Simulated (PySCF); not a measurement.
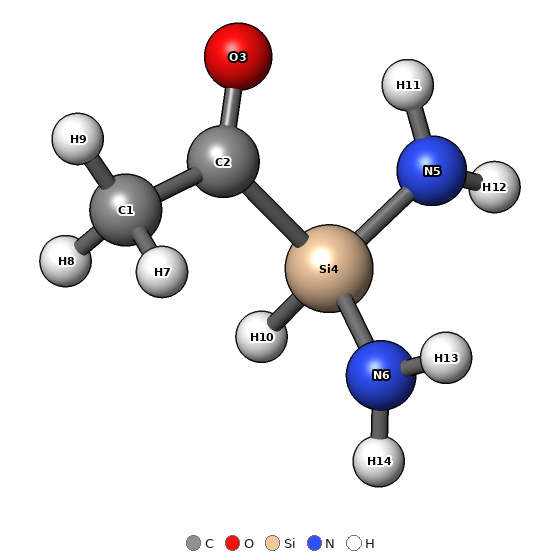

The molecule: C₂H₈N₂OSi, SMILES CC(=O)[SiH](N)N.

GIAO shifts, KT2/pcSseg-1 with PySCF 2.14.0, at a PBE0-D3(BJ)/def2-SVP geometry (no frequency check), against TMS for ¹³C, H₂O for ¹⁷O and TMS for ¹H computed at the same level (¹⁷O: a single water molecule, while the usual scale starts at liquid water and gives values some tens of ppm lower). Gas phase, fully decoupled, line heights follow the number of nuclei, widths are arbitrary (no quadrupolar broadening); values of one conformer, averaged over nuclei that symmetry, rotation about single bonds or inversion at nitrogen exchange, these motions taken as fast; other conformers aren't averaged in. Protons on N, O or S are those of the isolated molecule, without hydrogen bonds to neighbours or exchange.

How many ¹³C lines appear, and where?

2 signals.


| δ (ppm) | nuclei | atoms |
| --- | --- | --- |
| 225.0 | 1 | C2 |
| 34.8 | 1 | C1 |

Which ¹⁷O signals does it give?

1 signal.


| δ (ppm) | nuclei | atoms |
| --- | --- | --- |
| 734.9 | 1 | O3 |

How many ¹H lines appear, and where?

3 signals.


| δ (ppm) | nuclei | atoms |
| --- | --- | --- |
| 5.05 | 1 | H10 |
| 2.38 | 3 | H7, H8, H9 |
| 0.99 | 4 | H11, H12, H13, H14 |

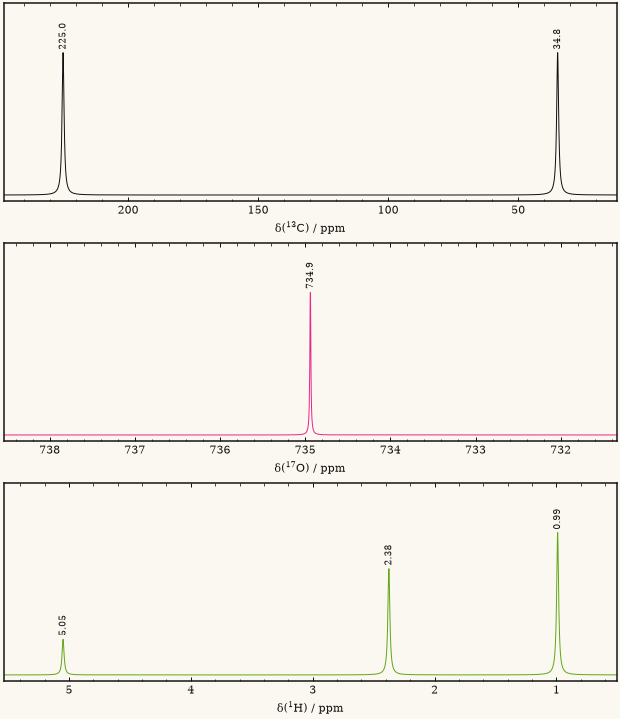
